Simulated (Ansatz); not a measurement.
The starting structures come from a database of crystals and need not be the phases stable at ambient conditions.

 Where the default PAW files enter, the runs use the earlier of Ansatz's two default sets.

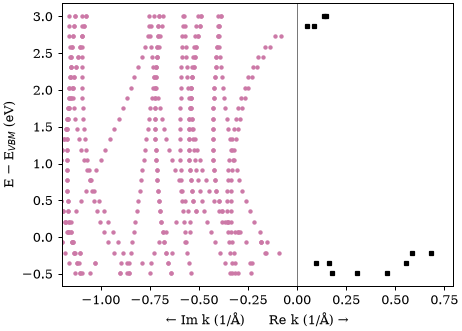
Figure. Complex bands at the centre of the two-dimensional zone; r2SCAN (Ansatz, a program for electronic structure)

The gap is the functional's own, uncorrected, and κ follows it; spin-orbit coupling is left out. Mid-gap values are interpolated between the computed energies.

This is RbLaTa2O7 (P4/mmm, not sure to be the ambient phase, 11 atoms a cell, 15.7 Å³ an atom, -4 GPa at this level) along the normal of (100). Read off the slowest decay at the centre of the two-dimensional zone at 1.33 eV, the computed energy nearest the middle of the gap.

κ ≈ 0.31 1/Å, a decay length 1/(2κ) of the density of 1.6 Å.
